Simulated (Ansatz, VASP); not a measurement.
# Cross-check of SrCl2 between VASP and Ansatz, part 2 of 2

One calculation is typed for both programs; each brings its own data sets. How far apart do they land? The cell is taken from a series of VASP runs on this material, whose earlier steps may have relaxed, scaled or displaced it; both programs get it as it stands. Valence electrons are named where the data sets of a main pair hold unlike numbers.

VASP 6.6.1 and Ansatz 0.2.0.

So far. Step 3 (Ansatz: single point, PBE with D3(BJ)): The run ends at a pressure of -0.09 GPa.

**5. VASP: band structure, PBE with D3(BJ)**

Level of this step: PBE with D3(BJ); plane waves and PAW (Sr_sv, Cl) (VASP).

The same path points are solved in both programs, so levels can be compared one by one.

Input file INCAR:

```
SYSTEM = SrCl2
PREC = Accurate
ENCUT = 400
EDIFF = 1E-06
NELM = 100
ISMEAR = 0
SIGMA = 0.05
LREAL = .FALSE.
ALGO = Normal
GGA = PE
IVDW = 12
LORBIT = 11
LWAVE = .FALSE.
LCHARG = .FALSE.
```

Input file POSCAR:

```
SrCl2
1.0
    0.0000000000      3.4811735938      3.4811735938
    3.4811735938      0.0000000000      3.4811735938
    3.4811735938      3.4811735938      0.0000000000
Sr Cl
1 2
Direct
    0.0000000000      0.0000000000      0.0000000000
    0.7500000000      0.7500000000      0.7500000000
    0.2500000000      0.2500000000      0.2500000000
```

Input file KPOINTS:

```
Automatic mesh
0
Gamma
6 6 6
0 0 0
```

Input file KPOINTS_OPT:

```
Line mode
16
Line-mode
Reciprocal
  0.00000000   0.00000000   0.00000000 GAMMA
  0.50000000   0.00000000   0.50000000 X

  0.50000000   0.00000000   0.50000000 X
  0.50000000   0.25000000   0.75000000 W

  0.50000000   0.25000000   0.75000000 W
  0.37500000   0.37500000   0.75000000 K

  0.37500000   0.37500000   0.75000000 K
  0.00000000   0.00000000   0.00000000 GAMMA

  0.00000000   0.00000000   0.00000000 GAMMA
  0.50000000   0.50000000   0.50000000 L

  0.50000000   0.50000000   0.50000000 L
  0.62500000   0.25000000   0.62500000 U

  0.62500000   0.25000000   0.62500000 U
  0.50000000   0.25000000   0.75000000 W

  0.50000000   0.25000000   0.75000000 W
  0.50000000   0.50000000   0.50000000 L

  0.50000000   0.50000000   0.50000000 L
  0.37500000   0.37500000   0.75000000 K

  0.62500000   0.25000000   0.62500000 U
  0.50000000   0.00000000   0.50000000 X
```

Potentials, in the order of the species: Sr_sv and Cl (PBE family, release 64).

Launch:

```
> mpirun -np 1 vasp_std
```

Numbers of over 12 decimals in the logs are rounded to 6 here.

The log of the run:

```text
[... set-up lines as in an earlier step ...]
 entering main loop
       N       E                     dE             d eps       ncg     rms          rms(c)
[... 14 cycles as in an earlier step ...]
   1 F= -.13444285E+02 E0= -.13444285E+02  d E =-.795760E-14
 Start KPOINTS_OPT (optional k-point list driver)
k-point batch [1-16\160]
       N       E                     dE             ncg
DAV:   1    -0.113379410175E+04   -0.65135E+04      512
DAV:   2    -0.334158587333E+04   -0.22078E+04      688
DAV:   3    -0.346658663615E+04   -0.12500E+03      688
DAV:   4    -0.347035992847E+04   -0.37733E+01      896
DAV:   5    -0.347038069260E+04   -0.20764E-01      696
DAV:   6    -0.347038121932E+04   -0.52672E-03      776
DAV:   7    -0.347038122829E+04   -0.89703E-05      768
DAV:   8    -0.347038122841E+04   -0.12150E-06      608
[...]
k-point batch [145-160\160]
       N       E                     dE             ncg
DAV:   1    -0.118232728433E+04   -0.11117E+05      512
DAV:   2    -0.334478896847E+04   -0.21625E+04      680
DAV:   3    -0.346262708837E+04   -0.11784E+03      752
DAV:   4    -0.346639120428E+04   -0.37641E+01      872
DAV:   5    -0.346643572078E+04   -0.44516E-01      760
DAV:   6    -0.346643628094E+04   -0.56017E-03      768
DAV:   7    -0.346643630392E+04   -0.22978E-04      816
DAV:   8    -0.346643630423E+04   -0.31344E-06      608
```

Parts of OUTCAR (step 5):

```text
 Edisp (eV)   -0.66858

[... 6 parts as in an earlier step ...]

[... 1 further part left out ...]
[key lines of the parts left out:]
E-fermi :   0.4427
```

The run ends at a pressure of -0.02 GPa.

**6. Ansatz: band structure, PBE with D3(BJ)**

The same cell, functional, mesh and smearing now go to Ansatz, which takes its cutoff from its data sets.

The cell is taken from a series of VASP runs on this material, whose earlier steps may have relaxed, scaled or displaced it; both programs get it as it stands.

Input file input.yaml:

```yaml
crystal:
  lattice:
    - [0.0, 3.4811735938, 3.4811735938]
    - [3.4811735938, 0.0, 3.4811735938]
    - [3.4811735938, 3.4811735938, 0.0]
  atoms:
    - { symbol: Sr, position: [0.0, 0.0, 0.0] }
    - { symbol: Cl, position: [0.75, 0.75, 0.75] }
    - { symbol: Cl, position: [0.25, 0.25, 0.25] }
hamiltonian:
  xc: pbe
  pseudopotentials: { kind: paw }
  dispersion: d3bj
kpoints:
  mp_grid: { grid: [6, 6, 6] }
  band_path:
    path:
      - [0.0, 0.0, 0.0]
      - [0.16667, 0.0, 0.16667]
      - [0.33333, 0.0, 0.33333]
      - [0.5, 0.0, 0.5]
      - [0.5, 0.08333, 0.58333]
      - [0.5, 0.18333, 0.68333]
      - [0.5, 0.25, 0.75]
      - [0.45, 0.3, 0.75]
      - [0.40833, 0.34167, 0.75]
      - [0.35, 0.35, 0.7]
      - [0.225, 0.225, 0.45]
      - [0.075, 0.075, 0.15]
      - [0.03333, 0.03333, 0.03333]
      - [0.23333, 0.23333, 0.23333]
      - [0.4, 0.4, 0.4]
      - [0.51667, 0.46667, 0.51667]
      - [0.55833, 0.38333, 0.55833]
      - [0.60833, 0.28333, 0.60833]
      - [0.60833, 0.25, 0.64167]
      - [0.55833, 0.25, 0.69167]
      - [0.51667, 0.25, 0.73333]
      - [0.5, 0.3, 0.7]
      - [0.5, 0.38333, 0.61667]
      - [0.5, 0.48333, 0.51667]
      - [0.475, 0.475, 0.55]
      - [0.425, 0.425, 0.65]
      - [0.38333, 0.38333, 0.73333]
      - [0.59167, 0.18333, 0.59167]
      - [0.55, 0.1, 0.55]
      - [0.5, 0.0, 0.5]
    npoints: 1
scf:
  occupations: { method: gaussian, width: 0.05 }
  n_extra_bands: 7
output:
  forces: true
  stress: true
  eigenvalues: true
```

Launch:

```
> ansatz run input.yaml --threads 2 --pin off --max-ram 4608MiB --backend cpu --events-out ev --progress --plain --runs-dir out
```

The log of the run:

```text
[...]
Crystal: 3 atoms, lattice volume = 84.374 Å³
Basis set: ecut = 420 eV, 1639 PW (Γ), exchange–correlation on 72×72×72 points (8 copies of the dense FFT grid, shifted against one another)
Bands: 19, of which v1, the nominal top of the filled ones, is band 12 counted from 1 (11 counted from 0)
Symmetry: 48 space group operations
[...]
k-points: 16 of 216
[...]
k-point 0: bands = [... 8 lower, 1.0185, 2.8211, 2.8211, 2.8211, 8.5251, 9.2584, 9.2584, 12.1396, ... 3 higher]
  k-point 1: bands = [... 8 lower, 1.2059, 2.5091, 2.6712, 2.6712, 9.1183, 9.4697, 9.4697, 11.1718, ... 3 higher]
  k-point 2: bands = [... 8 lower, 1.5622, 1.9868, 2.3393, 2.3393, 9.7968, 9.7968, 10.0101, 11.1922, ... 3 higher]
  k-point 15: bands = [... 8 lower, 1.5928, 2.3251, 2.8169, 3.0869, 9.1280, 10.2885, 10.4390, 10.6075, ... 3 higher]
[key lines of the parts left out:]
SCF converged after 6 iterations
Free energy (F): -5711.390007 eV
Fermi energy:    5.841612 eV
P = ⅓ Tr σ = -0.0867 GPa (-0.867 kbar)
```

Wall time 3.2 s (2 threads of Intel Xeon Platinum 8488C (Sapphire Rapids), shared host); peak memory 0.38 GiB.

**7. Side by side**

Compared:

```csv
quantity,Ansatz,VASP,difference
pressure (GPa),-0.09,-0.02,-0.07
gap over the path points (eV),5.367,5.359,+0.009
```

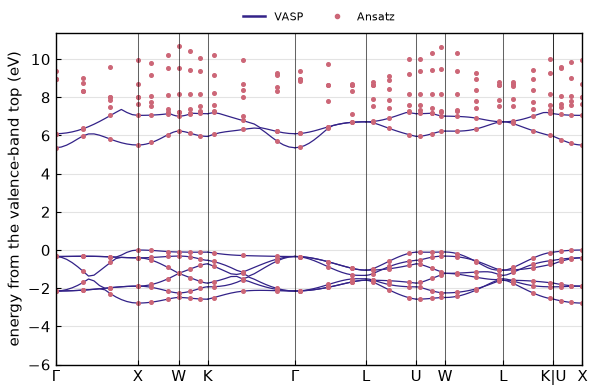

Bands from VASP (lines) and levels from Ansatz (dots). Dots without a line are higher empty bands that the VASP plot leaves out.

Levels at points of the path, from each program's valence-band top (eV; 4 filled, then empty):

```csv
k (reciprocal lattice),Ansatz,VASP
0.000 0.000 0.000,-2.14 -0.34 -0.34 -0.34 5.37 6.10,-2.15 -0.34 -0.34 -0.34 5.36 6.09
0.167 0.000 0.167,-1.69 -1.11 -0.32 -0.32 5.99 6.36,-1.70 -1.11 -0.33 -0.33 5.98 6.35
0.333 0.000 0.333,-1.97 -0.65 -0.35 -0.35 5.81 7.06,-1.98 -0.66 -0.36 -0.36 5.81 7.05
0.500 0.000 0.500,-1.89 -0.40 -0.40 0.00 5.51 7.07,-1.89 -0.41 -0.41 0.00 5.50 7.05
0.500 0.083 0.583,-1.80 -0.52 -0.38 -0.02 5.64 7.08,-1.81 -0.53 -0.39 -0.02 5.63 7.07
0.500 0.183 0.683,-1.50 -0.91 -0.33 -0.08 6.05 7.15,-1.51 -0.91 -0.34 -0.08 6.04 7.14
0.500 0.250 0.750,-1.22 -1.22 -0.31 -0.10 6.24 7.03,-1.22 -1.22 -0.32 -0.10 6.23 7.01
0.450 0.300 0.750,-1.45 -0.99 -0.35 -0.11 6.12 7.15,-1.46 -0.99 -0.36 -0.11 6.12 7.13
0.408 0.342 0.750,-1.64 -0.80 -0.46 -0.11 6.00 7.16,-1.64 -0.81 -0.47 -0.11 5.99 7.15
0.350 0.350 0.700,-1.66 -0.84 -0.60 -0.15 6.07 7.21,-1.67 -0.84 -0.60 -0.15 6.06 7.20
```

Among the levels compared at these points, filled levels agree within 8 meV and empty ones within 17 meV.

**8. Results**

```
difference in gap on the k mesh (single point, PBE with D3(BJ))                           : 0.0087 eV
largest difference of a filled level at the path points (band structure, PBE with D3(BJ)) : 8.5 meV
```

In words: The difference in gap on the k mesh is 0.0087 eV (single point, PBE with D3(BJ)), within the 0.08 eV picked in this series as the mark of a large difference. 1 further run of this series is not shown here. How closely two codes agree says nothing of how well the functional describes the real material.

[Lines on the potential files, build, host, timing and source positions are cut from VASP's logs without a mark.]

[Logs are printed without paths, hosts, clocks, repeated set-up lines and the standing remarks that a program may print on its own settings, such as how far it seeks lower states.]

[Hosts, paths, dates, database ids (printed as entryN), source tags and the programs' standing remarks are cut or masked in the printed files.]
